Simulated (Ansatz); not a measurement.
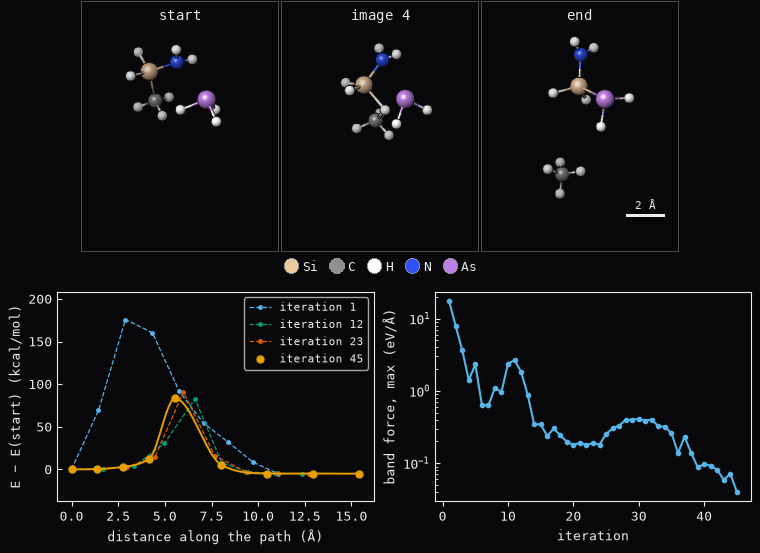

A nudged-elastic-band calculation for CH₁₀AsNSi, made up of CH$_{7}$NSi and AsH3. Images are numbered from 0 (start) to 8 (end). The plot follows the band through its iterations. The picture is a ball-and-stick view, seen from a free direction.

Theory: RHF/def2-SVP in Ansatz 0.2.0. Set-up: 7 movable images; climbing image; force threshold 0.05 eV/Å; iteration limit 60; spring constant 0.5 eV/Å²; starting path through a guess of the saddle point.

**Judge this run.**

The run is converged, with reservations. The band converged in 45 iterations. The largest component of the band force went from 17 to 0.04 eV/Å. The climbing image converged on the top of the path. Its curvatures weren't checked. The first iteration put the highest image at 175.9 kcal/mol. The energy climbs by 83.3 kcal/mol to image 4 and then falls by 88.2 kcal/mol, so the end point sits at −4.9 kcal/mol.

Limits of the set-up: the start holds two separate molecules, 3.4 Å apart at their closest, whose relative position is a soft coordinate and is computed without a dispersion correction; Hartree-Fock leaves out electron correlation.

The run took 9.9 min on 2 threads of Arm Neoverse V2, on a shared host, peak memory 0.34 GiB.
